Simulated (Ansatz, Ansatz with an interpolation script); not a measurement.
# From a coarse GW mesh to bands everywhere: K2TeCl6 (Fm-3m)

G0W0 gives levels on a mesh alone; what do the bands of K2TeCl6 (Fm-3m) look like between the points?

Main program and level: Ansatz 0.2.0; LDA, Wannier functions and G0W0, plane waves, PAW.

The database entry behind the starting cell is an old determination (1935), so it need not match the best structure at ambient conditions.

### 1. The structure

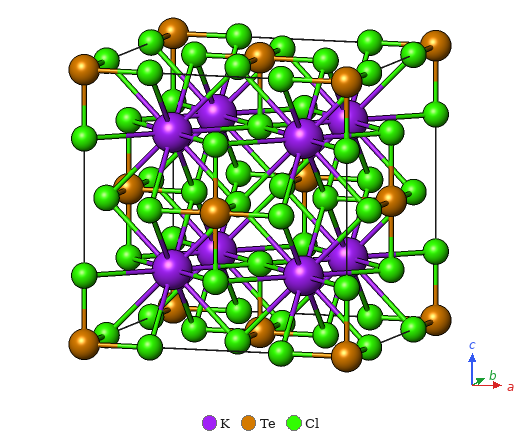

The starting structure, seen slightly off an axis (potassium purple, tellurium orange, chlorine green). This picture shows the conventional cell, with its axes. Some periodic images of atoms are drawn too.

The cell and positions come from the Crystallography Open Database and are kept as given unless a step says otherwise. Spin-orbit coupling is left out unless a step names it.

### 2. LDA bands

Levels along a band path, at the cheap level, show where the edges lie and whether the meshes to come will hold them.

This step: DFT, LDA, plane waves, PAW; PAW set soft_1.

input.yaml

```yaml
crystal:
  lattice:
    - [0.0, 5.0699704141, 5.0699704141]
    - [5.0699704141, 0.0, 5.0699704141]
    - [5.0699704141, 5.0699704141, 0.0]
  atoms:
    - { symbol: K, position: [0.25, 0.25, 0.25] }
    - { symbol: K, position: [0.75, 0.75, 0.75] }
    - { symbol: Te, position: [0.0, 0.0, 0.0] }
    - { symbol: Cl, position: [0.25, 0.25, 0.75] }
    - { symbol: Cl, position: [0.75, 0.75, 0.25] }
    - { symbol: Cl, position: [0.25, 0.75, 0.25] }
    - { symbol: Cl, position: [0.25, 0.75, 0.75] }
    - { symbol: Cl, position: [0.75, 0.25, 0.75] }
    - { symbol: Cl, position: [0.75, 0.25, 0.25] }
kpoints:
  mp_grid: { grid: [2, 2, 2] }
  band_path:
    path:
      - [[0.0, 0.0, 0.0], [0.5, 0.0, 0.5], [0.625, 0.25, 0.625]]
      - [[0.375, 0.375, 0.75], [0.0, 0.0, 0.0], [0.5, 0.5, 0.5], [0.5, 0.25, 0.75], [0.5, 0.0, 0.5]]
    npoints: 10
hamiltonian:
  xc: lda
  pseudopotentials: { kind: paw, azcp: { folder: soft_1 }, xc_functional: pbe }
scf:
  occupations: { method: fermi_dirac, width: 0.02 }
  n_extra_bands: 138
output:
  eigenvalues: true
  forces: true
  stress: true
  fatbands: true
  write_density: true
  write_potential: true
  elf: true
  volumetric_format: npy
```

Run with:

```sh
$ ansatz run input.yaml --threads 2 --pin off --max-ram 92160MiB --backend cuda --events-out ev --progress --plain --runs-dir out --devices 1 --max-vram 13GiB
```

Numbers of over 12 decimals in the logs are rounded to 6 here.

The program printed:

```text
scf.n_extra_bands = 138 over 38 filled bands (N_el = 76.0): the run solves 176 bands
GPUs: using 1 of 1 available (devices: 1).
Engine: ansatz 0.2.0, x86_64-unknown-linux-gnu
Pseudopotentials: kind: paw
Pseudopotential: K, paw, valence charge 9, recommended cutoff 420 eV (normal), soft_1/K.paw.azcp
Pseudopotential: Te, paw, valence charge 16, recommended cutoff 420 eV (normal), soft_1/Te.paw.azcp
Pseudopotential: Cl, paw, valence charge 7, recommended cutoff 420 eV (normal), soft_1/Cl.paw.azcp
Functional definition: SPW92
  exchange = slater_x
  correlation = pw_c
device memory: the entry about to start is reckoned to put 4.6 GiB on a device that reports 45.8 GiB free (of which the cap on the GPU budget leaves the run 13.0 GiB)
GPU FFT provider: cuFFT
GPU libraries: cuBLAS 13.8.2, cuFFT 12.4.0, cuSOLVER 12.3.4
Crystal: 9 atoms, lattice volume = 260.643 Å³
Basis set: ecut = 420 eV, 5029 PW (Γ)
Bands: 176, of which v1, the nominal top of the filled ones, is band 38 counted from 1 (37 counted from 0)
Symmetry: 48 space group operations
Space group: Fm-3m (ITA 225), of the structure as read, at distance tolerance 6.4e-5 Å
k-points: 3 of 8
Non-local potential: K, projectors of the file, l = 0: 3, l = 1: 2, l = 2: 2
Non-local potential: Te, projectors of the file, l = 0: 2, l = 1: 2, l = 2: 2, l = 3: 1
Non-local potential: Cl, projectors of the file, l = 0: 2, l = 1: 2, l = 2: 1
PAW form: soft (Blöchl's): semilocal exchange-correlation on the pseudo side does not see the compensation charge
PAW frozen core: K, regenerated for the run's functional, and the local potential with it (the file was generated under x = pbe(κ = 0.804, μ = 0.219515), c = pbe(β = 0.066725))
PAW frozen core: Te, regenerated for the run's functional, and the local potential with it (the file was generated under x = pbe(κ = 0.804, μ = 0.219515), c = pbe(β = 0.066725))
PAW frozen core: Cl, regenerated for the run's functional, and the local potential with it (the file was generated under x = pbe(κ = 0.804, μ = 0.219515), c = pbe(β = 0.066725))
PAW one-centre angular grid: K, 110 points (default); XC on 64 Gauss nodes
PAW one-centre angular grid: Te, 590 points (default); XC on 64 Gauss nodes
PAW one-centre angular grid: Cl, 110 points (default); XC on 64 Gauss nodes
Initial density: superposition of atomic densities (chi_scale 0.1, normalization cell, long waves kept (reshape's long-wave potential 0.02 eV rms))
Initial wavefunctions: pseudopotential atomic-orbital guess
GPU buffer pool allocated for 110592 grid points (all kernels)
GPU transforms: local potential and band sums: pruned to the plane-wave sphere, on 45×48×48
Functional: x = slater, c = lda
SCF iter   1: F=—  HF=-16098.385297 eV  |F-HF|=—  |Δ(HF+E_count)|=         —  Δρ=3.81e-2  dr2=6.61e0  ethr=3.10e-3  ⟨swp⟩=6.0  Hψ=2820  notcnv=0  defer=236
preconditioner: auto → Resta (q_TF=auto, 2.222 Å⁻¹)  ε∞=1.5  [insulator: Δε(μ)=2.164 eV  Ē_g=26.506 eV  σ=0.020 eV  W_gap=1.00  n_scr=58 (ndim 8)  ℏωp=18.1 eV  f_vac=0.004  D(μ)=0.00/eV (n_scr^D=0)  ε∞_Penn≈1.5]
SCF iter   2: F=—  HF=-16095.679587 eV  |F-HF|=—  |Δ(HF+E_count)|=    2.71e0  Δρ=1.33e-2  dr2=1.11e0  ethr=3.10e-3  ⟨swp⟩=2.0  Hψ=722  notcnv=0  defer=387
SCF iter   3: F=—  HF=-16095.124271 eV  |F-HF|=—  |Δ(HF+E_count)|=   5.55e-1  Δρ=3.75e-3  dr2=6.04e-2  ethr=1.46e-3  ⟨swp⟩=2.7  Hψ=245  notcnv=0  defer=398
SCF iter   4: F=—  HF=-16095.095947 eV  |F-HF|=—  |Δ(HF+E_count)|=   2.83e-2  Δρ=1.14e-3  dr2=7.93e-3  ethr=7.94e-5  ⟨swp⟩=2.0  Hψ=622  notcnv=0  defer=400
SCF iter   5: F=—  HF=-16095.093534 eV  |F-HF|=—  |Δ(HF+E_count)|=   2.41e-3  Δρ=2.42e-4  dr2=1.42e-4  ethr=1.04e-5  ⟨swp⟩=2.0  Hψ=186  notcnv=0  defer=400
SCF iter   6: F=—  HF=-16095.093543 eV  |F-HF|=—  |Δ(HF+E_count)|=   8.91e-6  Δρ=4.13e-5  dr2=3.77e-6  ethr=1.87e-7  ⟨swp⟩=2.3  Hψ=228  notcnv=0  defer=400
SCF iter   7: F=—  HF=-16095.093780 eV  |F-HF|=—  |Δ(HF+E_count)|=   2.38e-4  Δρ=6.42e-6  dr2=9.40e-8  ethr=1.32e-10  ⟨swp⟩=24.3  Hψ=6510  notcnv=0
SCF iter   8: F=-16095.093780 eV  HF=-16095.093780 eV  |F-HF|=2.55e-9  |Δ(HF+E_count)|=   1.92e-8  Δρ=1.39e-6  dr2=4.56e-9  ethr=1.24e-10  ⟨swp⟩=7.0  Hψ=1280  notcnv=0
SCF 1 converged in 8 iterations: F = -16095.093780 eV  dr2 = 4.56e-9
[...]
device memory: the entry about to start is reckoned to put 3.9 GiB on a device that reports 44.3 GiB free (of which the cap on the GPU budget leaves the run 13.0 GiB)
NSCF: frozen V_eff on 62 k-points
SCF converged after 8 iterations
Free energy (F): -16095.093780 eV
Harris-Foulkes:  -16095.093780 eV  (|F-HF|=2.55e-9)
Internal energy: -16095.093780 eV  (E = F + TS)
E sigma→0 (E₀):  -16095.093780 eV
Fermi energy:    3.738935 eV
--- Per-component energies (eV) ---
  E_band       = -713.630726
  E_kinetic    = 1593.658307
  E_local      = -5016.404436  (includes V_loc(G=0)·N_el)
  E_nonlocal   = 293.978119
  E_hartree    = 2004.536052
  E_xc         = -1026.237308
  E_vxc        = -1126.614639  (∫ρ·V_xc dr)
  E_paw        = -9744.906387  (= ΣΔE_a)
  E_vpaw       = -467.319907  (= ΣTr[D̂ρ^β])
  E_aug_tail   = 0.000786  (compensation charges beyond the density's cutoff)
  E_ewald      = -4202.055508
  E_core_change = 2.336594  (= ΣΔE_core)
  E_smearing   = -0.000000  (= −TS)
  E_closure    = 0.000000  (closes the sum)
  Σ components = -16095.093780   (vs F -16095.093780, Δ=0.00e0)
--- Forces (eV/Å), atoms counted from 1 ---
  atom   1  K     -0.00000000    -0.00000000     0.00000000
  atom   2  K      0.00000000    -0.00000000    -0.00000000
  atom   3  Te    -0.00000000    -0.00000000     0.00000000
  atom   4  Cl    -0.00000000     0.00000000    -0.06244422
  atom   5  Cl    -0.00000000    -0.00000000     0.06244422
  atom   6  Cl     0.00000000    -0.06244422    -0.00000000
  atom   7  Cl     0.06244422     0.00000000     0.00000000
  atom   8  Cl    -0.00000000     0.06244422    -0.00000000
  atom   9  Cl    -0.06244422    -0.00000000     0.00000000
  max |Σ_I F_I| component: 1.39e-17 eV/Å
--- Stress (GPa, compression-positive) ---
       -1.523464       0.000000      -0.000000
        0.000000      -1.523464       0.000000
        0.000000       0.000000      -1.523464
  P = ⅓ Tr σ = -1.5235 GPa (-15.235 kbar)
--- Band table (eV) ---
  k-point 0: bands = [... 34 lower, 1.3377, 1.7260, 1.7260, 1.7260, 5.3766, 5.3766, 5.3766, 6.6353, ... 134 higher]
  k-point 1: bands = [... 34 lower, 1.3792, 1.3792, 1.4051, 2.2919, 4.9251, 6.1027, 6.1027, 8.1774, ... 134 higher]
  k-point 2: bands = [... 34 lower, 1.0551, 1.0551, 1.7081, 2.5585, 5.7669, 5.7669, 6.0276, 8.6212, ... 134 higher]
```

The job ended after 12 s (1 × NVIDIA H100 80GB HBM3 (shared by 6 runs) with 2 threads of AMD EPYC 7R13 (Zen 3), shared host; peak memory 1.1 GiB; 16 s of CPU time).

The column dr2 measures how far the density is from self-consistency, as an energy; F and HF (Harris–Foulkes) agree once it is small.

This step gave:

- pressure: -1.523 GPa
- filled bands: 38
- gap: 2.361 eV
- valence top at: W
- conduction bottom at: L
- least direct gap: 2.633 eV

The gap is indirect, with the least direct gap 0.27 eV higher.

Electronic bands along the path, in eV, zero at the top of the highest nominally filled band:

```
    point  band 35  band 36  band 37  band 38  band 39  band 40  band 41  band 42
        Γ    -1.23    -0.84    -0.84    -0.84     2.81     2.81     2.81     4.07
        X    -1.51    -1.51    -0.86    -0.01     3.20     3.20     3.46     6.06
        U    -1.43    -1.40    -0.99    -0.02     3.01     3.40     3.41     6.22
jump to K    -1.43    -1.40    -0.99    -0.02     3.01     3.40     3.41     6.22
        Γ    -1.23    -0.84    -0.84    -0.84     2.81     2.81     2.81     4.07
        L    -1.18    -1.18    -1.16    -0.27     2.36     3.54     3.54     5.61
        W    -1.58    -1.16    -1.16     0.00     3.16     3.35     3.35     6.45
        X    -1.51    -1.51    -0.86    -0.01     3.20     3.20     3.46     6.06
```

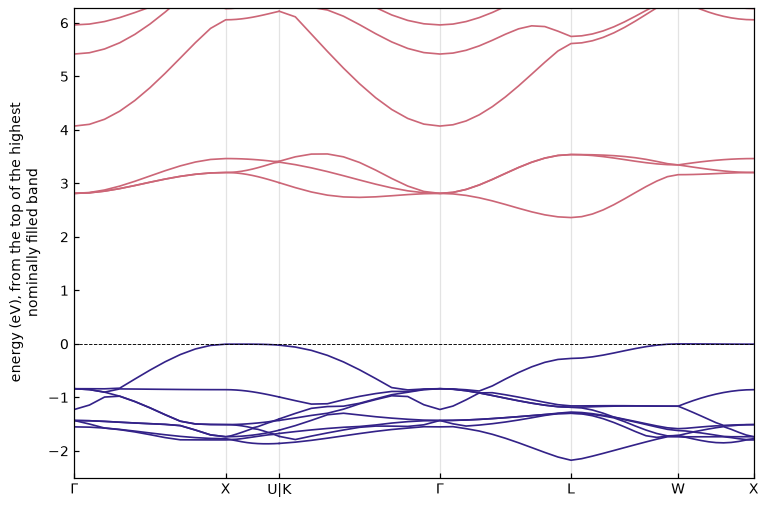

Electronic bands along the path; lines of filled and empty bands in two colours.

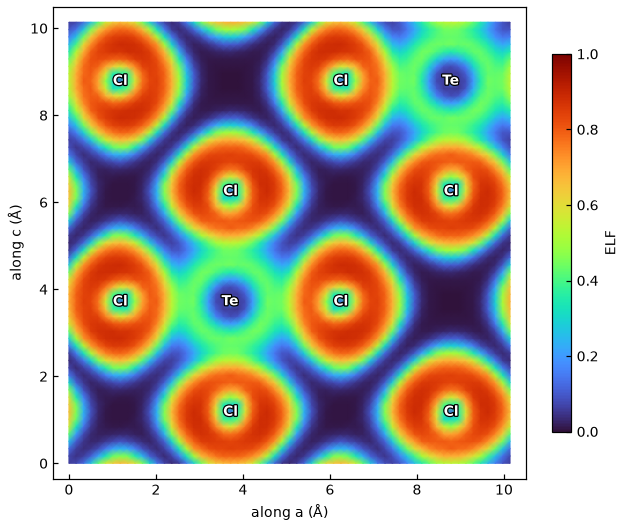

ELF in the ac plane of the conventional cell at fractional y = 0.000, with atoms of Te and Cl within 0.2 Å of it. It is the smooth field of the valence electrons, not physical close to the nuclei. The map starts off the cell's origin, so that atoms lie inside it.

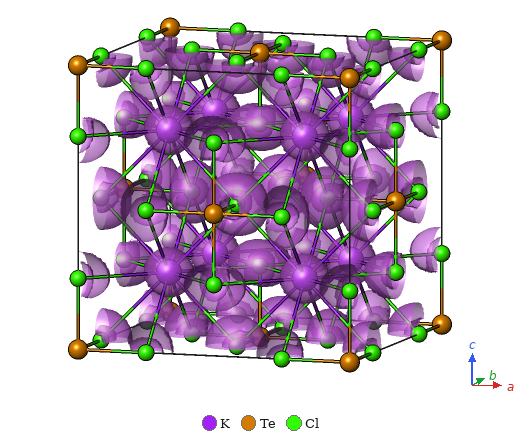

Surface of ELF = 0.81.

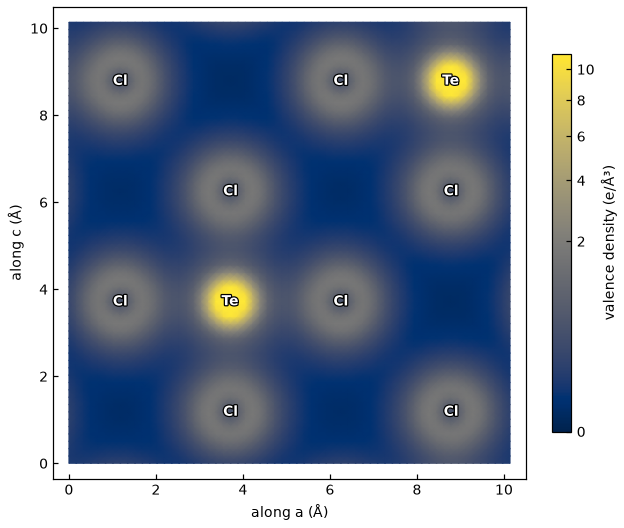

Valence density in the ac plane of the conventional cell at fractional y = 0.000, with atoms of Te and Cl within 0.2 Å of it. It is the smooth field of the valence electrons, not physical close to the nuclei. The map starts off the cell's origin, so that atoms lie inside it. The colour scale is stretched toward low values.

### 3. Wannier functions (Cl:3p Te:5p) on 4×4×4

Localised functions give a small Hamiltonian that interpolates between mesh points at no cost.

This step: maximally localised Wannier functions, LDA, plane waves, PAW; PAW set soft_1.

input.yaml, the sections that differ from step 2:

```yaml
kpoints:
  mp_grid: { grid: [2, 2, 2] }
scf:
  occupations: { method: fixed }
  n_extra_bands: 138
output:
  wannier:
    kmesh: [4, 4, 4]
    projections: [{ species: Cl, l: p, shell: 3 }, { species: Te, l: p, shell: 5 }]
    minimise: true
    write_hr: true
    seedname: w
    conv_tol: 1.0e-06
    max_iter: 20000
    stability_check: false
    disentanglement:
      window: [-0.65, 10.52]
      frozen_window: [-0.65, 6.63]
      conv_tol: 1.0e-08
# crystal, hamiltonian: as in step 2
```

The program printed:

```text
[...]
GPUs: using 1 of 1 available (devices: 1).
[...]
GPU FFT provider: cuFFT
GPU libraries: cuBLAS 13.8.2, cuFFT 12.4.0, cuSOLVER 12.3.4
Crystal: 9 atoms, lattice volume = 260.643 Å³
Basis set: ecut = 420 eV, 5029 PW (Γ)
Bands: 176, of which v1, the nominal top of the filled ones, is band 38 counted from 1 (37 counted from 0)
Symmetry: 48 space group operations
[...]
k-points: 3 of 8
[...]
GPU buffer pool allocated for 110592 grid points (all kernels)
[...]
SCF iter   1: F=—  HF=-16098.385696 eV  |F-HF|=—  |Δ(HF+E_count)|=         —  Δρ=3.81e-2  dr2=6.62e0  ethr=3.10e-3  ⟨swp⟩=4.7  Hψ=1873  notcnv=0  defer=398
[...]
SCF iter   8: F=-16095.093780 eV  HF=-16095.093780 eV  |F-HF|=1.58e-8  |Δ(HF+E_count)|=   1.50e-7  Δρ=2.85e-6  dr2=1.75e-8  ethr=1.32e-10  ⟨swp⟩=20.0  Hψ=6151  notcnv=0
SCF 1 converged in 8 iterations: F = -16095.093780 eV  dr2 = 1.75e-8
[...]
NSCF: frozen V_eff on 3 k-points
the band table was solved once the SCF had ended and its energy, with any forces and stress, was formed, with the checks that follow a solve (1832 applications of the Hamiltonian). They found nothing against the state; the energy, forces and stress were not computed again (output.eigenvalues in the input reference)
[...]
the Wannier pass solved 11 of the 64 points of its mesh, and has the states at the others by symmetry: states obtained by the crystal's operations at points that were solved too leave a residual of 4.24e-13 eV (read by the count's bands and the next), within 6.67e-6 eV
SCF converged after 8 iterations
Free energy (F): -16095.093780 eV
[...]
Internal energy: -16095.093780 eV  (E = F + TS)
E sigma→0 (E₀):  -16095.093780 eV
Fermi energy:    2.558558 eV
[...]
--- Band table (eV) ---
  k-point 0: bands = [... 34 lower, 1.3377, 1.7260, 1.7260, 1.7260, 5.3766, 5.3766, 5.3766, 6.6353, ... 134 higher]
  k-point 1: bands = [... 34 lower, 1.3792, 1.3792, 1.4051, 2.2919, 4.9251, 6.1027, 6.1027, 8.1774, ... 134 higher]
  k-point 2: bands = [... 34 lower, 1.0551, 1.0551, 1.7081, 2.5586, 5.7670, 5.7670, 6.0276, 8.6212, ... 134 higher]
Wannier search: line search 1 of at most 20000: gauge-dependent spread (as the search counts it) 14.3448217 Å², largest recent change 1.9e0 Å² against conv_tol 1.0e-6 Å², 0 stops escaped
```

Elapsed: 10 s, on 1 × NVIDIA H100 80GB HBM3 (shared by 6 runs) with 2 threads; peak memory 1.2 GiB; 10 s of CPU time.

w.win, one line in 2:

```text
! ansatz wannier90 interface
! states of the run's bands (counted from 1): 1-51
num_wann  = 21
conv_tol = 1e-6
dis_win_min = -0.65
dis_froz_min = -0.65
dis_num_iter = 10000
guiding_centres = true

Ang
             5.0699704141                      0.0             5.0699704141
end unit_cell_cart
begin atoms_frac
K                       0.75                     0.75                     0.75
Cl                      0.25                     0.25                     0.75
Cl                      0.25                     0.75                     0.25
Cl                      0.75                     0.25                     0.75
end atoms_frac
mp_grid = 4 4 4
```

This step gave:

* gauge-invariant spread: 77.33 Å²
* diagonal spread: 0.003672 Å²
* off-diagonal spread: 5.932 Å²
* total spread: 83.27 Å²
* least projectability: 0.002215
* localisation steps: 37
* disentanglement steps: 37
* r.m.s. interpolation error: 0.001441 eV
* r.m.s. error near the gap: 0.001112 eV

Near the gap the model misses directly solved bands by 1.1 meV r.m.s. and by 9 meV at most in the window tested. This tests the starting bands, not the corrections carried with them.

Wannier functions, by row:

```
function  x (Å)  y (Å)  z (Å)  spread (Å²)  nearest atom  distance (Å)
       1   5.07   5.07  1.791        3.409           Cl4         0.744
       2   5.07   5.07  2.428        1.675           Cl4         0.107
       3   5.07   5.07  2.428        1.675           Cl4         0.107
       4   5.07   5.07  8.348        3.409           Cl5         0.744
       5   5.07   5.07  7.712        1.675           Cl5         0.107
       6   5.07   5.07  7.712        1.675           Cl5         0.107
       7   5.07  2.428   5.07        1.675           Cl6         0.107
       8   5.07  2.428   5.07        1.675           Cl6         0.107
       9   5.07  1.791   5.07        3.409           Cl6         0.744
      10  7.712   5.07   5.07        1.675           Cl7         0.107
      11  8.348   5.07   5.07        3.409           Cl7         0.744
      12  7.712   5.07   5.07        1.675           Cl7         0.107
      13   5.07  7.712   5.07        1.675           Cl8         0.107
      14   5.07  7.712   5.07        1.675           Cl8         0.107
      15   5.07  8.348   5.07        3.409           Cl8         0.744
      16  2.428   5.07   5.07        1.675           Cl9         0.107
      17  1.791   5.07   5.07        3.409           Cl9         0.744
      18  2.428   5.07   5.07        1.675           Cl9         0.107
      19      0      0      0        14.24           Te3             0
      20      0      0      0        14.24           Te3             0
      21      0      0      0        14.24           Te3             0
```

Frozen up to 4.06 eV; above it the model need not follow the bands. Electronic bands along the path, in eV, zero at the valence-band top:

```
    point  band 35  band 36  band 37  band 38  band 39  band 40  band 41  band 42
        Γ    -1.23    -0.84    -0.84    -0.84     2.81     2.81     2.81     7.32
        X    -1.51    -1.51    -0.86    -0.01     3.20     3.20     3.46     6.06
        U    -1.43    -1.40    -0.99    -0.02     3.01     3.40     3.41     6.24
jump to K    -1.43    -1.40    -0.99    -0.02     3.01     3.40     3.41     6.24
        Γ    -1.23    -0.84    -0.84    -0.84     2.81     2.81     2.81     7.32
        L    -1.18    -1.18    -1.16    -0.27     2.36     3.54     3.54     6.03
        W    -1.58    -1.16    -1.16     0.00     3.16     3.35     3.35     6.53
        X    -1.51    -1.51    -0.86    -0.01     3.20     3.20     3.46     6.06
```

The same for Kohn-Sham, solved directly:

(Unchanged from step 2.)

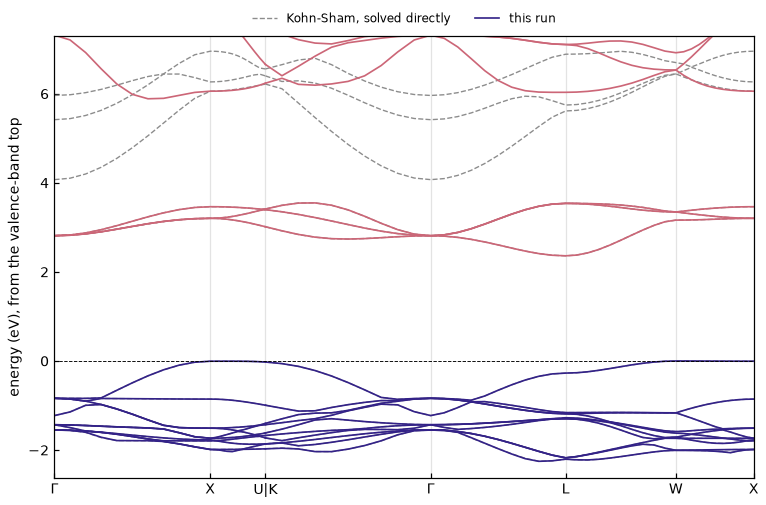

Electronic bands along the path; lines of filled and empty bands in two colours; dashed: Kohn-Sham, solved directly.

(Part 1 of 3 ends here.)

[Paths, hosts, dates, memory and timing lines, banners, echoed tables and standing remarks are left out of the program output.]

[Logs are printed without paths, hosts, clocks, repeated set-up lines and the standing remarks that a program may print on its own settings, such as how far it seeks lower states.]

[Runs of the session that timed out or met a known fault of the program may be left out.]

[Hosts, paths, dates, database ids (printed as entryN), source tags and the programs' standing remarks are cut or masked in the printed files.]
